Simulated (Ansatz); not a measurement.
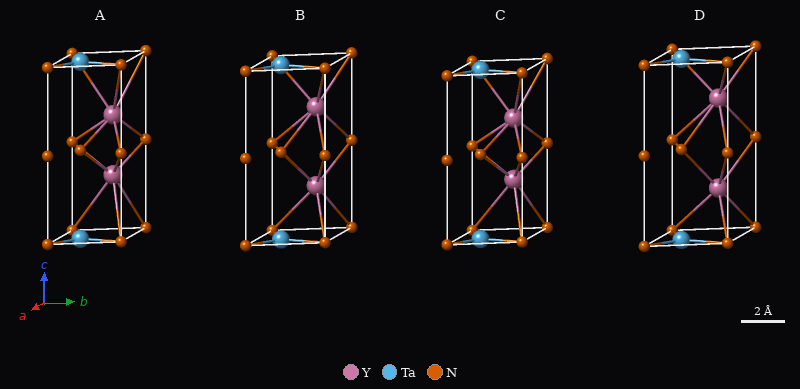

4 geometries from one relaxation of a crystal of Y2TaN3 (a generated structure, set up in P-6m2) (coarse preliminary run), in shuffled order. A ball-and-stick model of the cell of the calculation, seen slightly off an axis.

Level of theory: Ansatz, DFT PBE, scalar-relativistic, plane waves, PAW. Settings: plane-wave cutoff 420 eV; k-point mesh 6 × 6 × 2; occupations gaussian; smearing width 0.1 eV; no spin polarisation; cell and atoms relaxed; force threshold 0.04 eV/Å; at most 70 steps.

Order the frames from highest to lowest energy.

D, B, C, A. They are steps 0, 1, 3, 7, at +1104 meV per atom, +592 meV per atom, +35.3 meV per atom relative to the last. The largest moves relative to the cell, 0.67 Å, are those of Y atoms. N and Ta stay in place. The volume changes by −24.0 %, with a = b 4.015 → 3.541 Å (−11.8 %), c 8.746 → 8.547 Å (−2.3 %). Among the contacts that change: Y–Y 4.344 → 2.901 Å, N–Y 3.177 → 2.507 Å, Y–Y 4.015 → 3.541 Å, Ta–Y 3.197 → 3.486 Å. Among the angles between lasting bonds that change: Y–N–Y 86.3° → 70.7°, N–Y–N 93.7° → 109.3°, N–Y–N 78.4° → 89.9°. The space group stays P-6m2 (No. 187). After 6 accepted moves (7 points after the start) the energy has fallen by 1104 meV per atom. The largest force component goes from 2.5 to 0.011 eV/Å. The pressure goes from −21.09 to −0.14 GPa. The SCF was repeated once at an unchanged geometry on a basis and grid sized afresh for the cell, which shifted the energy by 2.1 meV per atom at most. The run took 78 s on 1 thread of Intel(R) Xeon(R) Processor @ 2.50GHz (Skylake/Cascade Lake), with other jobs on the host, peak memory 0.4 GiB.
